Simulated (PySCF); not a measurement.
**MoOBr: relaxation and vibrations of the quartet**

The task is one start of a wider search on MoOBr: the quartet, from a bent start. It is relaxed, tested by its Hessian and followed downhill if it is a saddle.

The runs use PySCF 2.14.0; PBE0, basis Mo def2-TZVP with ECP28, O def2-TZVP, Br def2-TZVP, scalar-relativistic core potentials, no spin–orbit coupling, density fitting.

**1. Starting geometry**

3 atoms, charge 0, spin multiplicity 4.

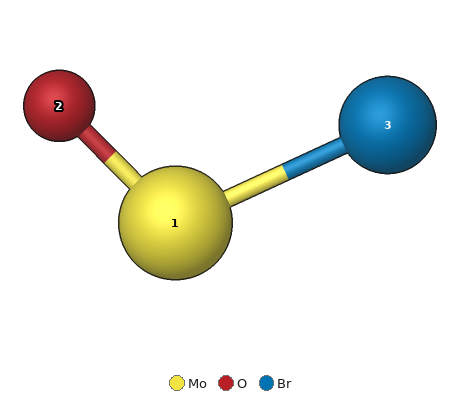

The starting geometry (molybdenum yellow, oxygen red, bromine blue); atoms are numbered from 1 in the order of the file.

Coordinates in bohr (charge 0 multiplicity 4):
```
Mo    0.0000    0.0000    0.0000
O    -2.7554    0.0000    1.9294
Br    3.9010    0.0000    2.7314
```

**2. The SCF at the typed geometry**

One driver script runs all steps and calls PySCF; scf.py shows how it sets up the SCF of each step. The optimiser is the driver's own. After this first run the driver tries any further starts and a stability analysis.

scf.py reads:

```python
from pyscf import gto, scf, dft
mol = gto.M(atom='''
Mo     0.000000     0.000000     0.000000
O     -1.458100     0.000000     1.021000
Br     2.064300     0.000000     1.445400''',
    basis={'Mo': 'def2-TZVP', 'O': 'def2-TZVP', 'Br': 'def2-TZVP'},
    ecp={'Mo': 'def2-TZVP'},
    charge=0, spin=3)
mf = dft.UKS(mol, xc='PBE0')
mf.grids.atom_grid = (50, 194)
aux = {'Mo': 'def2-universal-JKFIT', 'O': 'def2-universal-JKFIT', 'Br': 'def2-universal-JKFIT'}
mf = mf.density_fit(auxbasis=aux)
mf.conv_tol = 1e-08
mf.diis_space = 10
mf.max_cycle = 60
mf.init_guess = 'minao'
mf.verbose = 4
mf.kernel()
```

Launch:

```console
$ OMP_NUM_THREADS=4 python axn.py task.json out
```

What it wrote:

```text
init E= -2709.64024279956
[... the frontier-level lines of each cycle are left out ...]
cycle= 1 E= -2716.96175778363  delta_E= -7.32  |g|= 0.773  |ddm|= 2.69
cycle= 2 E= -2712.57451775679  delta_E= 4.39  |g|= 2.71  |ddm|= 1.96
cycle= 3 E= -2717.10000678652  delta_E= -4.53  |g|= 0.501  |ddm|= 1.81
cycle= 4 E= -2717.18540597964  delta_E= -0.0854  |g|= 0.292  |ddm|= 0.585
cycle= 5 E= -2717.22903221822  delta_E= -0.0436  |g|= 0.0761  |ddm|= 0.297
cycle= 6 E= -2717.23206165218  delta_E= -0.00303  |g|= 0.0348  |ddm|= 0.0856
cycle= 7 E= -2717.23257650123  delta_E= -0.000515  |g|= 0.0164  |ddm|= 0.0216
cycle= 8 E= -2717.23285100002  delta_E= -0.000274  |g|= 0.00468  |ddm|= 0.0236
cycle= 9 E= -2717.23295000635  delta_E= -9.9e-05  |g|= 0.00289  |ddm|= 0.0192
cycle= 10 E= -2717.23300118095  delta_E= -5.12e-05  |g|= 0.00162  |ddm|= 0.0179
cycle= 11 E= -2717.23301479071  delta_E= -1.36e-05  |g|= 0.000771  |ddm|= 0.0116
cycle= 12 E= -2717.23301582435  delta_E= -1.03e-06  |g|= 0.000347  |ddm|= 0.00237
cycle= 13 E= -2717.23301608508  delta_E= -2.61e-07  |g|= 0.000104  |ddm|= 0.00116
cycle= 14 E= -2717.23301610591  delta_E= -2.08e-08  |g|= 3.82e-05  |ddm|= 0.000298
cycle= 15 E= -2717.23301610852  delta_E= -2.6e-09  |g|= 1.74e-05  |ddm|= 8.04e-05
Extra cycle  E= -2717.23301610934  delta_E= -8.26e-10  |g|= 1.61e-05  |ddm|= 5.47e-05
converged SCF energy = -2717.23301610934  <S^2> = 3.8167147  2S+1 = 4.0332194
```

This step, with its further starts and checks, needed 15 s of wall time on 4 threads of Arm Neoverse V1, shared host.

The starts that the driver tried:

```csv
start,energy (Eh)
the minimal-basis guess,-2717.233016
a thermally smeared density,-2717.252420
a smeared PBE density,-2717.252420
```

The first run landed in a state that is too high. Following the other starts and the instabilities gains 50.9 kJ/mol (-2717.25242 Eh), and the work goes on from there.

**3. Bent start, quartet: relaxation**

The program finds Cs symmetry in the start, which this walk keeps.

scf.py: that of step 2 with these lines changed.

```diff
@@ -3,3 +3,3 @@
-Mo     0.000000     0.000000     0.000000
-O     -1.458100     0.000000     1.021000
-Br     2.064300     0.000000     1.445400''',
+Mo    -0.723939     0.000000    -0.676280
+O     -2.182039     0.000000     0.344720
+Br     1.340361     0.000000     0.769120''',
@@ -16 +15,0 @@
-mf.init_guess = 'minao'
```

Energy and gradient, step by step:

```csv
step,energy (Eh),change (kJ/mol),largest symmetric gradient (Eh/bohr)
0,-2717.252420,0.00,0.08360
1,-2717.271361,-49.73,0.01874
2,-2717.274566,-58.14,0.01049
3,-2717.275862,-61.55,0.01368
4,-2717.276138,-62.27,0.00339
5,-2717.276179,-62.38,0.00086
6,-2717.276180,-62.38,0.00022
```

The walk took 19 s.

Positions (Å) and forces (eV/Å) along the way:

```
step 0
Mo  -0.724   0.000  -0.676  -2.851   0.000   4.299
O   -2.182   0.000   0.345   3.565   0.000  -3.257
Br   1.340   0.000   0.769  -0.713   0.000  -1.042
step 1
Mo  -0.746   0.000  -0.563   0.963   0.000   0.557
O   -2.165   0.000   0.271  -0.777   0.000  -0.077
Br   1.345   0.000   0.729  -0.186   0.000  -0.480
step 3
Mo  -0.717   0.000  -0.410  -0.705   0.000   0.227
O   -2.286   0.000   0.176   0.502   0.000  -0.265
Br   1.437   0.000   0.672   0.202   0.000   0.038
step 6
Mo  -0.728   0.000  -0.377   0.010   0.000  -0.001
O   -2.306   0.000   0.150  -0.011   0.000   0.008
Br   1.469   0.000   0.664   0.001   0.000  -0.006
```

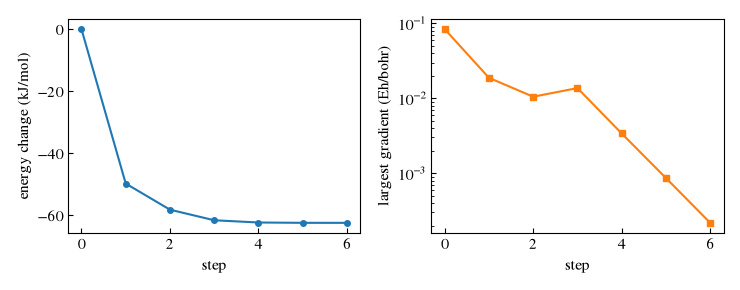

Energy and largest gradient along the walk.

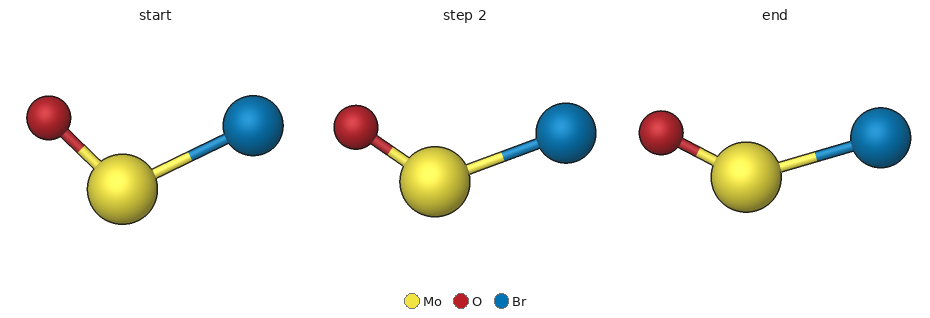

Start and end of the relaxation, with a step between.

It settles in Cs symmetry, 62.4 kJ/mol below the start, after 6 steps: Mo–Br 2.431 Å, Mo–O 1.664 Å; Br–Mo–O 136.2°.

**4. Is it a minimum? Harmonic modes**

On the finer grid the gradient is checked again; gradients at displacements of ±0.02 bohr then give force constants and infrared intensities.

scf.py: that of step 3 with these lines changed.

```diff
@@ -3,3 +3,3 @@
-Mo    -0.723939     0.000000    -0.676280
-O     -2.182039     0.000000     0.344720
-Br     1.340361     0.000000     0.769120''',
+Mo    -0.768000     0.000000    -0.469914
+O     -2.346430     0.000000     0.057906
+Br     1.428288     0.000000     0.570906''',
@@ -10 +10 @@
-mf.grids.atom_grid = (50, 194)
+mf.grids.atom_grid = (75, 302)
@@ -13 +13 @@
-mf.conv_tol = 1e-08
+mf.conv_tol = 1e-10
```

The driver hands on the density of the step before, so the log starts near convergence.

Log of the central SCF (cycles and frontier levels):

```text
init E= -2717.27608694098
[... the frontier-level lines of each cycle are left out ...]
cycle= 1 E= -2717.2760869409  delta_E= 7.41e-11  |g|= 1.53e-05  |ddm|= 1.99e-05
cycle= 2 E= -2717.27608694036  delta_E= 5.44e-10  |g|= 3.89e-05  |ddm|= 3.8e-05
cycle= 3 E= -2717.27608694097  delta_E= -6.1e-10  |g|= 9.61e-06  |ddm|= 2.43e-05
cycle= 4 E= -2717.27608694101  delta_E= -4.64e-11  |g|= 3.33e-07  |ddm|= 5.82e-06
Extra cycle  E= -2717.27608694101  delta_E= 7.28e-12  |g|= 3.87e-07  |ddm|= 9.04e-07
converged SCF energy = -2717.27608694101  <S^2> = 3.7855126  2S+1 = 4.0177171
```

The whole step took 60 s.

Geometry: Cs; Mo–Br 2.430 Å, Mo–O 1.664 Å; Br–Mo–O 136.2°.

Harmonic modes (main isotopes):

```
symmetry  ω (cm⁻¹)  IR (km/mol)  μ (u)     type
      a'       131          4.2  21.41     bend
      a'       285         32.6  75.64  stretch
      a'      1031          213  18.10  stretch
```

No imaginary mode, so this is a minimum.

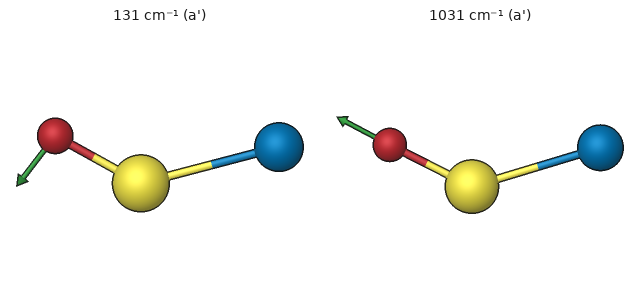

Displacements of 2 of the modes, as arrows (one member where a mode is degenerate).

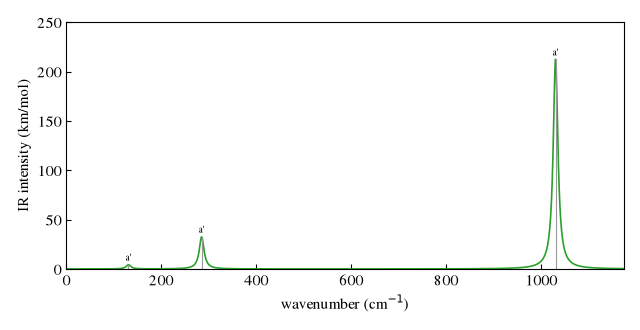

The harmonic infrared spectrum (widths in cm⁻¹). Lines are broadened to a width of 12 cm⁻¹ (Lorentzian).

Properties at this point:

* Dipole moment: 1.53 D
* Highest occupied level: -6.46 eV
* Lowest empty level: -3.13 eV
* Rotational constants: 1.137, 0.04967, 0.04759 cm⁻¹
* Zero-point energy: 8.7 kJ/mol
* Principal polarisabilities: 53.4, 56.8, 84.2 bohr³
* Atomisation energy without zero-point energy: 896 kJ/mol
* Principal traceless quadrupole moments about the centre of mass: -8.13, 3.67, 4.46 D Å
* Entropy at 298.15 K and 1 bar (electronic part: spin only): 313.3 J/(mol K)
* Heat capacity Cp at 298.15 K: 49.9 J/(mol K)
* Enthalpy at 298.15 K above 0 K: 12.93 kJ/mol
* Rotational symmetry number: 1
* Spin squared ⟨S²⟩: 3.786

Charges (e) and bond orders:

| atom | Mulliken | Löwdin | polar tensor | spin (Mulliken) | Mayer order to Mo1 |
| --- | --- | --- | --- | --- | --- |
| Mo1 | 0.93 | 0.26 | 1.21 | 3.17 | – |
| O2 | -0.52 | -0.26 | -0.73 | -0.13 | 2.13 |
| Br3 | -0.40 | 0.00 | -0.48 | -0.04 | 0.99 |

Outer orbital energies (eV). α occupied: -11.49, -11.30, -9.93, -9.35, -9.00, -7.89, -7.79, -6.46; empty: -3.13, -2.39, -0.67, -0.28. β occupied: -26.26, -21.39, -11.65, -11.31, -11.31, -9.66, -8.99, -8.86; empty: -2.82, -2.57, -2.34, -2.05.

Mulliken populations on Mo1 (outside its core potential): s 2.61, p 6.23, d 4.20, f 0.04.

**5. Outcome**

| quantity | value |
| --- | --- |
| minimum | quartet, Cs |
| geometry | Mo–Br 2.430 Å, Mo–O 1.664 Å; Br–Mo–O 136.2° |
| wavenumbers (cm⁻¹) | 131 (a'), 285 (a'), 1031 (a') |
| dipole moment | 1.53 D |
| highest occupied, lowest empty level (either spin) | -6.46, -3.13 eV |
| polar-tensor charge of Mo1 | +1.21 e |
| zero-point energy | 8.7 kJ/mol |
| entropy at 298.15 K | 313.3 J/(mol K) |
| atomisation energy (no zero-point energy) | 896 kJ/mol |
| ⟨S²⟩ | 3.786 |

**Reading.** The bent start keeps its Cs symmetry and ends in a minimum. In the infrared the band at 1031 cm⁻¹ (a', stretch) leads. Most of the spin sits on Mo1 (Mulliken spin 3.17, against 3 for the whole molecule). The first SCF alone would have been 51 kJ/mol too high. Only this shape and spin were tried, so other structures or states may lie lower. One determinant may miss the lowest occupation of an open d or f shell.

The search up to here took 94 s.
